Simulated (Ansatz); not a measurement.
**singlet [SiF3]−: levels of theory compared**

We compute a comparison of 6 runs (HF/3-21G, B2PLYP/aug-cc-pVDZ, BHLYP/aug-cc-pVDZ, HSE06/aug-cc-pVDZ, PBE0/aug-cc-pVDZ, RPA@PBE/aug-cc-pVDZ) of singlet [SiF3]−. 

The results are computed with Ansatz 0.2.0.

20 further runs of the same task are left out: 20 set aside as unsound or not needed.

**1. Starting point**

[SiF3]−: 4 atoms, total charge -1, spin state singlet. SMILES of the parent species: `F[Si](F)F`. The coordinates come from a PBE0-D4/def2-TZVP relaxation. That shape belongs to the parent species and isn't relaxed for this state.

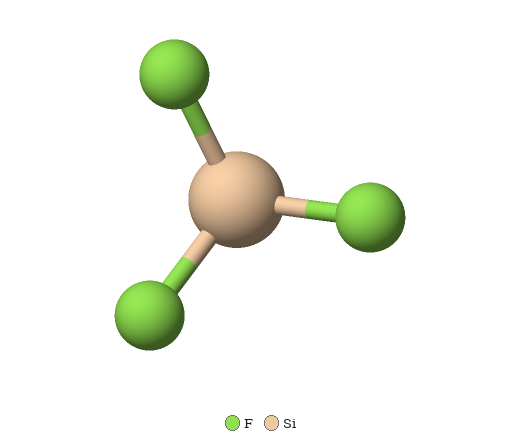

The structure, seen from a chosen angle (fluorine green, silicon light orange).

**2. The energy at HF/3-21G (run 1)**

job.yaml

```yaml
crystal:
  periodic: [false, false, false]
  atoms:
    - {symbol: F, position_ang: [0.784850, -0.507040, 1.151700]}
    - {symbol: Si, position_ang: [-0.282750, 0.213060, 0.234280]}
    - {symbol: F, position_ang: [-0.994260, -0.892250, -0.644340]}
    - {symbol: F, position_ang: [0.492160, 1.186230, -0.741640]}
basis:
  gaussian: {orbitals: 3-21G.json}
total_charge: -1
hamiltonian: {xc: hf}
accuracy: high
output: {orbitals: {seedname: orbitals}}
```

The basis set 3-21G is read from a file made from the Basis Set Exchange's data (not shown).

The run is started by

```
$ ansatz run job.yaml --threads 1 --pin off --max-ram 3480MiB --events-out events.jsonl --progress --plain --runs-dir runs
```

Standard output:

```text
Warning: RAYON_NUM_THREADS=1 ignored (pool sized by the plan → 1); use --threads N
Functional definition: HF
  name "HF"
  exchange = exact_x
  correlation = 0
799 factors; integrals over basis functions are off by at most 5.7e-9 eV
mean field evaluation 1: about -15897.3655 eV, gradient 1.4e1 eV
mean field evaluation 2: about -15897.7098 eV, gradient 1.5e1 eV
mean field evaluation 4: about -15898.3048 eV, gradient 1.5e0 eV
mean field evaluation 8: about -15898.3163 eV, gradient 8.0e-2 eV
mean field evaluation 16: about -15898.3164 eV, gradient 1.9e-8 eV
mean field -15898.31637779 eV, -584.2523506179 hartree, gradient 1.9e-8 eV, S^2 0.000000; 0 other end points of the search recorded, 0 dependent functions left out
reference -15898.31637779 eV, -584.2523506179 hartree; 21, 21 occupied and 19, 19 virtual orbitals, 799 factors
Total energy: -15898.31637779 eV, -584.2523506179 hartree
```

Wall time 0.3 s (1 thread of Arm Neoverse V1, shared host).

**3. The energy at B2PLYP/aug-cc-pVDZ (run 2)**

job.yaml

```yaml
crystal:
  periodic: [false, false, false]
  atoms:
    - symbol: F
      position_ang: [0.784850, -0.507040, 1.151700]
    - symbol: Si
      position_ang: [-0.282750, 0.213060, 0.234280]
    - symbol: F
      position_ang: [-0.994260, -0.892250, -0.644340]
    - symbol: F
      position_ang: [0.492160, 1.186230, -0.741640]
basis:
  gaussian:
    orbitals: aug-cc-pVDZ
total_charge: -1
hamiltonian:
  xc: {name: B2PLYP}
correlation:
  frozen_orbitals: {F: 1, Si: 5}
accuracy: high
output:
  orbitals: {seedname: orbitals}
```

The run is started by

```
$ ansatz run job.yaml --threads 1 --pin off --max-ram 3480MiB --events-out events.jsonl --progress --plain --runs-dir runs
```

Standard output:

```text
Warning: RAYON_NUM_THREADS=1 ignored (pool sized by the plan → 1); use --threads N
Functional definition: B2PLYP
  name "B2PLYP"
  parameter a = 0.53
  parameter c = 0.27
  exchange = (1 - a)*b88_x + a*exact_x
  correlation = (1 - c)*lyp_c + c*(mp2_os + mp2_ss)
1923 factors; integrals over basis functions are off by at most 3.1e-9 eV
mean field evaluation 1: about -16018.4418 eV, gradient 1.3e1 eV
mean field evaluation 2: about -16018.6136 eV, gradient 1.4e1 eV
mean field evaluation 4: about -16019.0500 eV, gradient 2.3e0 eV
mean field evaluation 8: about -16019.0616 eV, gradient 3.8e-2 eV
mean field evaluation 16: about -16019.0616 eV, gradient 2.3e-5 eV
mean field -16019.06156461 eV, -588.6896543894 hartree, gradient 9.6e-8 eV, S^2 0.000000; 0 other end points of the search recorded, 0 dependent functions left out
8 core orbitals not correlated: weight in the atoms' cores, before any rotation towards them, 1.000 or more for the frozen orbitals, at most 0.000 for the correlated occupied ones
reference -16019.06158869 eV, -588.6896552745 hartree; 13, 13 occupied and 75, 75 virtual orbitals, 1923 factors
second order -23.46442418 eV of doubles, -0.00000000 eV of singles
Total energy: -16025.39698322 eV, -588.9224767291 hartree
```

Wall time 11 s (1 thread of Arm Neoverse V1, shared host); peak memory 0.3 GiB.

Runs 3 to 5 aren't shown in full; the table further down has their settings and results.

**4. A single-point energy at RPA@PBE/aug-cc-pVDZ (run 6)**

in.yaml

```yaml
crystal:
  periodic: [false, false, false]
  atoms:
    - {symbol: F, position_ang: [0.784850, -0.507040, 1.151700]}
    - {symbol: Si, position_ang: [-0.282750, 0.213060, 0.234280]}
    - {symbol: F, position_ang: [-0.994260, -0.892250, -0.644340]}
    - {symbol: F, position_ang: [0.492160, 1.186230, -0.741640]}
basis:
  gaussian: {orbitals: aug-cc-pVDZ}
total_charge: -1
hamiltonian: {xc: pbe}
correlation: {method: rpa, frozen_orbitals: {F: 1, Si: 5}}
accuracy: high
```

The run is started by

```
$ ansatz run in.yaml --threads 1 --pin off --max-ram 3480MiB --events-out events.jsonl --progress --plain --runs-dir runs
```

Standard output:

```text
Warning: RAYON_NUM_THREADS=1 ignored (pool sized by the plan → 1); use --threads N
Functional definition: PBE
  name "PBE"
  parameter kappa = 0.804
  parameter beta = 0.06672455060314922
  exchange = pbe_x(kappa = kappa, mu = beta*pi^2/3)
  correlation = pbe_c(beta = beta)
1923 factors; integrals over basis functions are off by at most 3.1e-9 eV
mean field evaluation 1: about -16021.7637 eV, gradient 1.1e1 eV
mean field evaluation 2: about -16021.7638 eV, gradient 1.1e1 eV
mean field evaluation 4: about -16022.1623 eV, gradient 4.1e0 eV
mean field evaluation 8: about -16022.1898 eV, gradient 5.2e-2 eV
mean field evaluation 16: about -16022.1899 eV, gradient 1.2e-6 eV
mean field -16022.18985889 eV, -588.8046170838 hartree, gradient 7.3e-8 eV, S^2 0.000000; 0 other end points of the search recorded, 0 dependent functions left out
8 core orbitals not correlated: weight in the atoms' cores, before any rotation towards them, 1.000 or more for the frozen orbitals, at most 0.000 for the correlated occupied ones
reference -15984.02468488 eV, -587.4020728084 hartree; 13, 13 occupied and 75, 75 virtual orbitals, 1923 factors
Total energy: -16012.70161977 eV, -588.4559307275 hartree
```

Run time: 11 s. Hardware: 1 thread of Arm Neoverse V1, shared host; peak memory 0.36 GiB.

**5. All runs side by side**

| run | level | frozen core orbitals | energy (Eh) | HOMO energy (eV) | LUMO energy (eV) | HOMO–LUMO gap (eV) | wall time |
| --- | --- | --- | --- | --- | --- | --- | --- |
| 1 | HF/3-21G | – | -584.252351 | -0.89 | 12.57 | 13.46 | 0.3 s |
| 2 | B2PLYP/aug-cc-pVDZ | 8 | -588.922477 | -0.40 | 4.42 | 4.82 | 11 s |
| 3 | BHLYP/aug-cc-pVDZ | – | -589.133266 | -0.46 | 4.33 | 4.80 | 8.7 s |
| 4 | HSE06/aug-cc-pVDZ | – | -588.811714 | 0.77 | 3.79 | 3.02 | 7.8 s |
| 5 | PBE0/aug-cc-pVDZ | – | -588.829707 | 0.38 | 4.05 | 3.67 | 7.8 s |
| 6 | RPA@PBE/aug-cc-pVDZ | 8 | -588.455931 | – | – | – | 11 s |

**6. Outcome**

| quantity | value |
| --- | --- |
| run 6: total energy | -588.45593 Eh |
| run 6: RPA correlation energy (valence) | -1053.9 mEh |

Over runs 1, 2, 3, 4, 5 the HOMO–LUMO gap runs from 3.02 eV (HSE06/aug-cc-pVDZ) to 13.46 eV (HF/3-21G). The two ends differ in method and basis. The empty levels of an anion lie above zero and hang on the basis. Totals of different functionals can't be ranked against each other. In runs 4, 5 the HOMO lies above zero, so the outermost electron may be held by the basis alone. All runs together took 47 s, the longest 11 s.
